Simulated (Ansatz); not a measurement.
| atom | x (Å) | y (Å) | z (Å) |
| --- | --- | --- | --- |
| Ag | 0.3126 | -1.1530 | 0.0924 |
| Li | -0.3623 | -2.3806 | -1.8642 |
| Si | -1.8201 | -2.3213 | 0.5291 |
| H | -2.1178 | -3.4971 | 1.4372 |
| H | 1.0890 | -1.2017 | -1.4853 |

Geometry: PBE0-D3(BJ)/def2-SVP; core potentials replace the inner electrons of Ag.

Level of theory: Ansatz, isolated molecule in a Gaussian basis; Kohn-Sham density functional theory, functional PBE0.

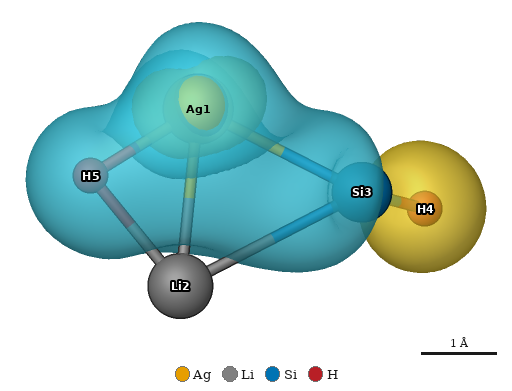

AgH2LiSi (triplet). The HOMO−1 (β) at ±0.1 Å⁻³ᐟ² (yellow and cyan are the two phases), seen at a tilt.

Describe this orbital and give its energy.

Answer. It lies mainly on Ag1 (about 55 %), Si3 (about 20 %), H5 (about 15 %), H4 (about 10 %) and Li2 (about 5 %). Its energy is −8.09 eV.
